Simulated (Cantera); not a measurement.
Feed: 1 mol C₂F₆, 1.6 mol F₂, 1.1 mol H₂, held at 1.70 mbar.

These are equilibrium values from Cantera (NASA tables, ideal gas, pure condensed phases), not measurements of a reactor. Candidate condensed phases: C, C₆H₆, C₇H₈, C₈H₁₈; 95 gas species. The feed counts by its element totals alone. Equilibrium is a limit: real reactors are often held back by kinetics, nucleation or transport.

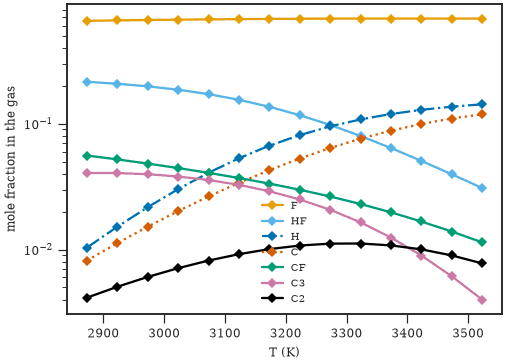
*Equilibrium gas composition (values under 1e-9 drawn at 1e-9)*

### Question
Read off the mole fractions at 3223 K.

### Answer
F about 0.68, HF about 0.12, H about 0.081, C about 0.053, CF about 0.030, C₃ about 0.025, C₂ about 0.011.
